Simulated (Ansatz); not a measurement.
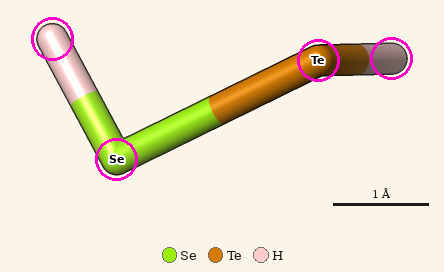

A scan of H$_{2}$TeSe: the H3–Se1–Te2–H4 dihedral angle is varied, with the rest of the molecule carried along rigidly. The picture shows the minimum geometry. The ringed atoms are those of the scanned coordinate. Style: stick. Shown from a free direction.

Levels of theory: r2SCAN-D4, CCSD(T), PBE-D4, wB97M-V (def2-TZVPP, Ansatz), on geometries moved rigidly from the minimum at PBE0-D4/def2-TZVP. Coupled cluster with a frozen core. Elements past krypton carry the basis set's effective core potentials. Energies are counted from the PBE0-D4/def2-TZVP minimum geometry at the same level.

```xyz
4

Se    0.4479   -1.2424    0.3747
Te    0.5885    1.2350    0.0035
H    -0.8404   -1.2198    1.0852
H    -0.1960    1.2272   -1.4633
```

What energies does the calculation give (the dihedral: 34.7, 70.7, 106.7, 142.7, 178.7, 214.7, 250.7, 269.9, 286.7, 322.7, 358.7°)?

Answer. Energies in kJ/mol.

| dihedral angle (°) | r2SCAN-D4 | CCSD(T) | PBE-D4 | wB97M-V |
| --- | --- | --- | --- | --- |
| 34.7 | 19.4 | 18.6 | 19.2 | 18.1 |
| 70.7 | 2.9 | 2.8 | 2.9 | 2.7 |
| 106.7 | 2.1 | 2.1 | 2.1 | 2.1 |
| 142.7 | 16.8 | 16.2 | 16.7 | 15.9 |
| 178.7 | 27.3 | 26.1 | 27.3 | 25.7 |
| 214.7 | 18.0 | 17.3 | 17.9 | 17.1 |
| 250.7 | 2.8 | 2.8 | 2.8 | 2.7 |
| 269.9 | 0.0 | 0.0 | 0.0 | 0.0 |
| 286.7 | 2.2 | 2.1 | 2.2 | 2.0 |
| 322.7 | 18.1 | 17.3 | 17.9 | 16.8 |
| 358.7 | 30.2 | 28.9 | 29.9 | 28.1 |

With r2SCAN-D4: the lowest computed point lies at the dihedral 269.9° (0.0 kJ/mol). Further local minima among the points: 106.7° (2.1 kJ/mol). A local maximum lies at 178.7° (27.3 kJ/mol). The highest point, at 358.7°, lies 30.2 kJ/mol above the lowest and gives an upper estimate of the barrier to rotation, since the rotor is rigid. At 358.7° the levels give wB97M-V 28.1 kJ/mol, CCSD(T) 28.9 kJ/mol, PBE-D4 29.9 kJ/mol, r2SCAN-D4 30.2 kJ/mol. Closest to CCSD(T) there is wB97M-V.

As a plot:

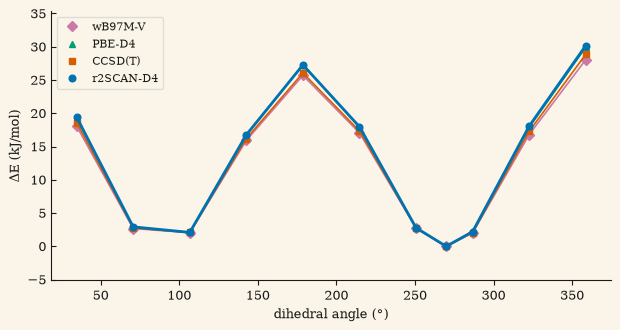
